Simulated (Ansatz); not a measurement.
**C2H3F2Si (SMILES [H]/[C]=C\[SiH](F)F) at UCCSD(T)/cc-pVDZ**

What is the electronic atomisation energy of C2H3F2Si at UCCSD(T)/cc-pVDZ? 

The results are computed with Ansatz 0.2.0.

50 further runs of the same task are left out: 50 set aside as unsound or not needed.

## (1) The system as given

C2H3F2Si: 8 atoms, total charge 0, spin state doublet. As SMILES, `[H]/[C]=C\[SiH](F)F`. Geometry: relaxed at PBE0-D4/def2-TZVP. This is one conformer, not always the lowest.

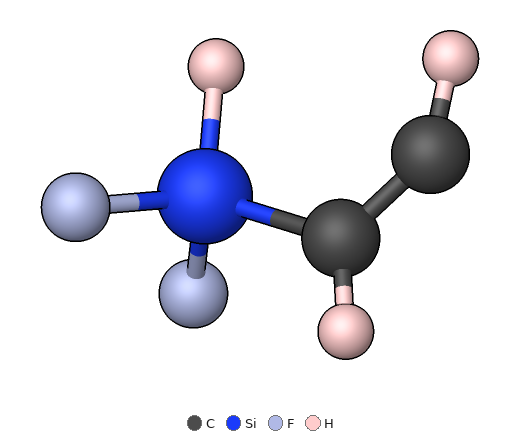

The structure, seen from a chosen angle (carbon dark grey, silicon blue, fluorine light blue, hydrogen pink).

## (2) The energy at UCCSD(T)/cc-pVDZ

The input, input.yaml:

```yaml
crystal:
  periodic: [false, false, false]
  atoms:
    - {symbol: C, position_ang: [0.855200, 0.475100, 1.494400]}
    - {symbol: C, position_ang: [0.948700, 0.119800, 0.241900]}
    - {symbol: Si, position_ang: [-0.602400, -0.240700, -0.691900]}
    - {symbol: F, position_ang: [-0.572000, -1.723000, -1.260300]}
    - {symbol: F, position_ang: [-0.719900, 0.713400, -1.955600]}
    - {symbol: H, position_ang: [0.063700, 0.635800, 2.215100]}
    - {symbol: H, position_ang: [1.921500, 0.036900, -0.245900]}
    - {symbol: H, position_ang: [-1.802600, -0.074200, 0.146400]}
basis:
  gaussian:
    orbitals: cc-pVDZ
correlation:
  method: ccsd_t
  frozen_orbitals: {C: 1, F: 1, H: 0, Si: 5}
accuracy: high
scf:
  omitted_lower_state_checks: [cluster_reference, increment]
magnetization:
  spin_polarized: true
  initial_magnetization: 1
```

Launch:

```sh
$ ansatz run input.yaml --threads 1 --pin off --max-ram 3480MiB --events-out events.jsonl --progress --plain --runs-dir runs
```

Log:

```text
Warning: RAYON_NUM_THREADS=1 ignored (pool sized by the plan → 1); use --threads N
Functional definition: HF
  name "HF"
  exchange = exact_x
  correlation = 0
these checks for a lower state are left out or cut short: cluster_reference, increment
2002 factors; integrals over basis functions are off by at most 3.8e-9 eV
mean field evaluation 1: about -15380.2367 eV, gradient 2.6e1 eV
mean field evaluation 2: about -15380.3625 eV, gradient 2.6e1 eV
mean field evaluation 4: about -15383.6086 eV, gradient 3.0e0 eV
mean field evaluation 8: about -15383.7829 eV, gradient 6.0e-1 eV
mean field evaluation 16: about -15383.8486 eV, gradient 4.0e-4 eV
mean field -15383.84864675 eV, -565.3460102208 hartree, gradient 2.5e-8 eV, S^2 0.918951; 0 other end points of the search recorded, 0 dependent functions left out
9 core orbitals not correlated: weight in the atoms' cores, before any rotation towards them, 1.000 or more for the frozen orbitals, at most 0.000 for the correlated occupied ones
reference -15383.84864675 eV, -565.3460102208 hartree; 15, 14 occupied and 65, 66 virtual orbitals, 2002 factors
second order -18.69845885 eV of doubles, -0.00000000 eV of singles
cycle   1  -19.12244489 eV  change   -4.2e-1 eV  update   1.1e-1
cycle   2  -19.62737049 eV  change   -5.0e-1 eV  update   4.4e-2
cycle   3  -19.83139313 eV  change   -2.0e-1 eV  update   3.2e-2
cycle   4  -19.85608795 eV  change   -2.5e-2 eV  update   1.7e-2
cycle   5  -19.85835259 eV  change   -2.3e-3 eV  update   7.5e-3
cycle   6  -19.86211536 eV  change   -3.8e-3 eV  update   2.8e-3
cycle   7  -19.86375416 eV  change   -1.6e-3 eV  update   1.2e-3
cycle   8  -19.86389984 eV  change   -1.5e-4 eV  update   6.1e-4
cycle   9  -19.86401842 eV  change   -1.2e-4 eV  update   3.0e-4
cycle  10  -19.86405867 eV  change   -4.0e-5 eV  update   1.4e-4
cycle  11  -19.86411715 eV  change   -5.8e-5 eV  update   6.0e-5
cycle  12  -19.86416730 eV  change   -5.0e-5 eV  update   1.9e-5
cycle  13  -19.86418465 eV  change   -1.7e-5 eV  update   7.4e-6
cycle  14  -19.86418715 eV  change   -2.5e-6 eV  update   3.5e-6
cycle  15  -19.86418842 eV  change   -1.3e-6 eV  update   1.5e-6
cycle  16  -19.86418840 eV  change    2.4e-8 eV  update   7.1e-7
cycle  17  -19.86418851 eV  change   -1.2e-7 eV  update   3.5e-7
cycle  18  -19.86418889 eV  change   -3.8e-7 eV  update   1.8e-7
cycle  19  -19.86418902 eV  change   -1.3e-7 eV  update   8.3e-8
cycle  20  -19.86418912 eV  change   -9.5e-8 eV  update   5.0e-8
cycle  21  -19.86418917 eV  change   -5.2e-8 eV  update   1.1e-7
cycle  22  -19.86418923 eV  change   -5.5e-8 eV  update   3.7e-8
cycle  23  -19.86418927 eV  change   -4.0e-8 eV  update   1.7e-8
cycle  24  -19.86418930 eV  change   -3.0e-8 eV  update   9.2e-9
cycle  25  -19.86418931 eV  change   -1.1e-8 eV  update   3.9e-9
cycle  26  -19.86418931 eV  change   -2.2e-9 eV  update   1.6e-9
perturbative correction -0.48018225 eV, -0.0176463722 hartree
Total energy: -15404.19301831 eV, -566.0936520857 hartree
Checks for a lower state left out: cluster_reference, increment
```

Wall time 92 s (1 thread of Arm Neoverse V2, shared host); peak memory 1.1 GiB.

## (3) The C atom

The input, run.yaml:

```yaml
crystal:
  periodic: [false, false, false]
  atoms:
    - {symbol: C, position_ang: [0.000000, 0.000000, 0.000000]}
basis:
  gaussian: {orbitals: cc-pVDZ}
scf: {omitted_lower_state_checks: [cluster_reference, increment]}
correlation: {method: ccsd_t, frozen_orbitals: {C: 1}}
accuracy: high
magnetization: {spin_polarized: true, initial_magnetization: 2}
```

Launch:

```sh
$ ansatz run run.yaml --threads 1 --pin off --max-ram 3480MiB --events-out events.jsonl --progress --plain --runs-dir runs
```

Log:

```text
Warning: RAYON_NUM_THREADS=1 ignored (pool sized by the plan → 1); use --threads N
[... 4 set-up lines as earlier in the session ...]
these checks for a lower state are left out or cut short: cluster_reference, increment
96 factors; integrals over basis functions are off by at most 1.3e-9 eV
mean field evaluation 1: about -1025.2062 eV, gradient 5.9e0 eV
mean field evaluation 2: about -1025.2078 eV, gradient 5.9e0 eV
mean field evaluation 4: about -1025.5029 eV, gradient 2.3e-1 eV
mean field evaluation 8: about -1025.5031 eV, gradient 1.1e-3 eV
mean field evaluation 16: about -1025.5031 eV, gradient 3.3e-2 eV
mean field evaluation 32: about -1025.5027 eV, gradient 2.0e-1 eV
mean field -1025.50311696 eV, -37.6865444373 hartree, gradient 3.1e-8 eV, S^2 2.006315; 3 other end points of the search recorded, 0 dependent functions left out
1 core orbitals not correlated: weight in the atoms' cores, before any rotation towards them, 1.000 or more for the frozen orbitals, at most 0.000 for the correlated occupied ones
reference -1025.50311696 eV, -37.6865444373 hartree; 3, 1 occupied and 10, 12 virtual orbitals, 96 factors
second order -1.40860440 eV of doubles, -0.00000000 eV of singles
cycle   1  -1.78903127 eV  change   -3.8e-1 eV  update   4.6e-2
cycle   2  -1.97070763 eV  change   -1.8e-1 eV  update   2.0e-2
cycle   3  -1.98269863 eV  change   -1.2e-2 eV  update   4.9e-3
cycle   4  -1.98451682 eV  change   -1.8e-3 eV  update   6.7e-4
cycle   5  -1.98358261 eV  change    9.3e-4 eV  update   1.1e-4
cycle   6  -1.98399621 eV  change   -4.1e-4 eV  update   3.1e-5
cycle   7  -1.98387529 eV  change    1.2e-4 eV  update   1.1e-5
cycle   8  -1.98388391 eV  change   -8.6e-6 eV  update   1.4e-6
cycle   9  -1.98388413 eV  change   -2.2e-7 eV  update   1.5e-7
cycle  10  -1.98388435 eV  change   -2.2e-7 eV  update   3.6e-8
cycle  11  -1.98388433 eV  change    1.6e-8 eV  update   1.0e-8
cycle  12  -1.98388430 eV  change    3.1e-8 eV  update   1.2e-8
cycle  13  -1.98388429 eV  change    1.2e-8 eV  update   3.8e-9
cycle  14  -1.98388429 eV  change  -1.4e-10 eV  update  4.8e-10
perturbative correction -0.02520549 eV, -0.0009262847 hartree
Total energy: -1027.51220674 eV, -37.7603771251 hartree
Checks for a lower state left out: cluster_reference, increment
```

Run time: 0.16 s. Hardware: 1 thread of Arm Neoverse V2, shared host.

## (4) The F atom at the same level

The input, run.yaml:

```yaml
crystal:
  periodic: [false, false, false]
  atoms:
    - {symbol: F, position_ang: [0.000000, 0.000000, 0.000000]}
basis:
  gaussian: {orbitals: cc-pVDZ}
magnetization: {spin_polarized: true, initial_magnetization: 1}
correlation: {method: ccsd_t, frozen_orbitals: {F: 1}}
accuracy: high
scf: {omitted_lower_state_checks: [cluster_reference, increment]}
```

Run the same way, it converges to -99.52757 Eh (log not shown).

## (5) The H atom: a single-point energy at UHF/cc-pVDZ

The input, run.yaml:

```yaml
crystal:
  periodic: [false, false, false]
  atoms:
    - {symbol: H, position_ang: [0.000000, 0.000000, 0.000000]}
basis:
  gaussian: {orbitals: cc-pVDZ}
magnetization: {spin_polarized: true, initial_magnetization: 1}
hamiltonian: {xc: hf}
accuracy: high
```

Run the same way, it converges to -0.49928 Eh (log not shown).

## (6) The Si atom, same level

The input, molecule.yaml:

```yaml
crystal:
  periodic: [false, false, false]
  atoms:
    - symbol: Si
      position_ang: [0.000000, 0.000000, 0.000000]
basis:
  gaussian: {orbitals: cc-pVDZ}
magnetization: {spin_polarized: true, initial_magnetization: 2}
correlation: {method: ccsd_t, frozen_orbitals: {Si: 5}}
accuracy: high
scf: {omitted_lower_state_checks: [cluster_reference, increment]}
```

Launch:

```sh
$ ansatz run molecule.yaml --threads 1 --pin off --max-ram 3480MiB --events-out events.jsonl --progress --plain --runs-dir runs
```

Log:

```text
Warning: RAYON_NUM_THREADS=1 ignored (pool sized by the plan → 1); use --threads N
[... 4 set-up lines as earlier in the session ...]
these checks for a lower state are left out or cut short: cluster_reference, increment
144 factors; integrals over basis functions are off by at most 3.2e-9 eV
mean field evaluation 1: about -7859.8102 eV, gradient 3.7e0 eV
mean field evaluation 2: about -7859.8164 eV, gradient 3.7e0 eV
mean field evaluation 4: about -7860.0119 eV, gradient 1.3e-1 eV
mean field evaluation 8: about -7860.0110 eV, gradient 2.5e-8 eV
mean field evaluation 16: about -7860.0099 eV, gradient 3.5e-1 eV
mean field evaluation 32: about -7860.0110 eV, gradient 3.7e-4 eV
mean field -7860.01100063 eV, -288.8500765663 hartree, gradient 2.4e-8 eV, S^2 2.010950; 3 other end points of the search recorded, 0 dependent functions left out
5 core orbitals not correlated: weight in the atoms' cores, before any rotation towards them, 1.000 or more for the frozen orbitals, at most 0.000 for the correlated occupied ones
reference -7860.01100063 eV, -288.8500765663 hartree; 3, 1 occupied and 10, 12 virtual orbitals, 144 factors
second order -1.22279291 eV of doubles, -0.00000000 eV of singles
cycle   1  -1.57513855 eV  change   -3.5e-1 eV  update   5.6e-2
cycle   2  -1.73208972 eV  change   -1.6e-1 eV  update   2.1e-2
cycle   3  -1.73948229 eV  change   -7.4e-3 eV  update   5.2e-3
cycle   4  -1.74285055 eV  change   -3.4e-3 eV  update   9.6e-4
cycle   5  -1.74156489 eV  change    1.3e-3 eV  update   1.7e-4
cycle   6  -1.74202688 eV  change   -4.6e-4 eV  update   4.7e-5
cycle   7  -1.74192742 eV  change    9.9e-5 eV  update   1.1e-5
cycle   8  -1.74194204 eV  change   -1.5e-5 eV  update   1.7e-6
cycle   9  -1.74193997 eV  change    2.1e-6 eV  update   2.6e-7
cycle  10  -1.74194053 eV  change   -5.6e-7 eV  update   7.8e-8
cycle  11  -1.74194045 eV  change    8.2e-8 eV  update   2.1e-8
cycle  12  -1.74194043 eV  change    2.1e-8 eV  update   1.4e-8
cycle  13  -1.74194035 eV  change    7.8e-8 eV  update   2.2e-8
cycle  14  -1.74194031 eV  change    4.0e-8 eV  update   8.1e-9
cycle  15  -1.74194031 eV  change  -6.1e-11 eV  update   1.3e-9
cycle  16  -1.74194031 eV  change  -8.7e-11 eV  update  4.2e-10
perturbative correction -0.02714237 eV, -0.0009974638 hartree
Total energy: -7861.78008331 eV, -288.9150891559 hartree
Checks for a lower state left out: cluster_reference, increment
```

Run time: 0.18 s. Hardware: 1 thread of Arm Neoverse V2, shared host.

## (7) Summary of results

Level: UCCSD(T)/cc-pVDZ, 9 core orbitals frozen.

```
                                             quantity          value
                               molecule: total energy  -566.09365 Eh
molecule: correlation energy (9 core orbitals frozen)     -747.6 mEh
                             molecule: (T) correction     -17.65 mEh
          molecule: ⟨S²⟩ of the reference determinant          0.919
                              molecule: T1 diagnostic          0.027
                                 C atom: total energy   -37.76038 Eh
   C atom: correlation energy (1 core orbital frozen)      -73.8 mEh
                               C atom: (T) correction      -0.93 mEh
            C atom: ⟨S²⟩ of the reference determinant          2.006
                                C atom: T1 diagnostic          0.007
                                 F atom: total energy   -99.52757 Eh
   F atom: correlation energy (1 core orbital frozen)     -152.3 mEh
                               F atom: (T) correction      -0.88 mEh
            F atom: ⟨S²⟩ of the reference determinant          0.752
                                F atom: T1 diagnostic          0.003
                                 H atom: total energy    -0.49928 Eh
                                         H atom: ⟨S²⟩          0.750
                                Si atom: total energy  -288.91509 Eh
 Si atom: correlation energy (5 core orbitals frozen)      -65.0 mEh
                              Si atom: (T) correction      -1.00 mEh
           Si atom: ⟨S²⟩ of the reference determinant          2.011
                               Si atom: T1 diagnostic          0.010
                        electronic atomisation energy      30.064 eV
```

In words: Taking the molecule apart into free atoms costs 30.06 eV (2901 kJ/mol), before zero-point energy and without spin-orbit coupling. ⟨S²⟩ (molecule) is 0.92 where a pure doublet has 0.75: the reference is spin-contaminated. The triples (molecule) make up 2.4 % of the correlation energy. The triples (C atom) make up 1.3 % of the correlation energy. The triples (F atom) make up 0.6 % of the correlation energy. The triples (Si atom) make up 1.5 % of the correlation energy.
